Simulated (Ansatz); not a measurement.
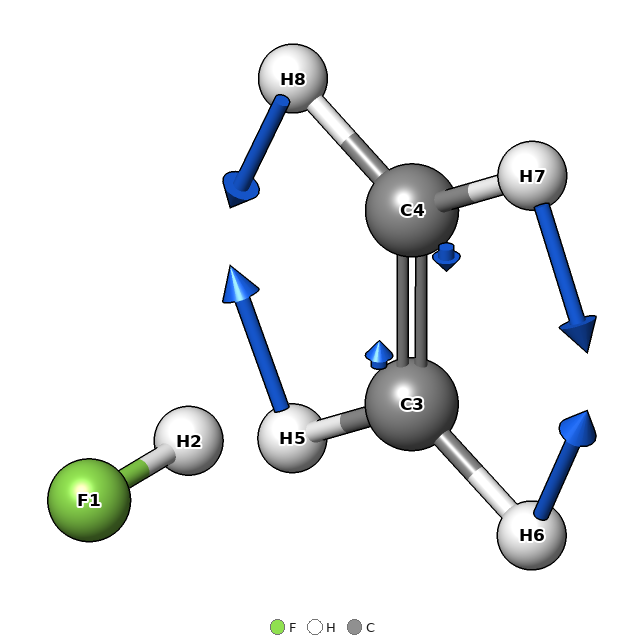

The arrows show one normal mode. Harmonic vibrations computed with RKS PBE0-D4/def2-TZVP (Ansatz 0.2.0) at a stationary point of the same level.

Describe the motion.

Mostly H–C–H bending.

At what wavenumber does it lie?

1381 cm⁻¹; it is mode 11 of 18 counted from the lowest.
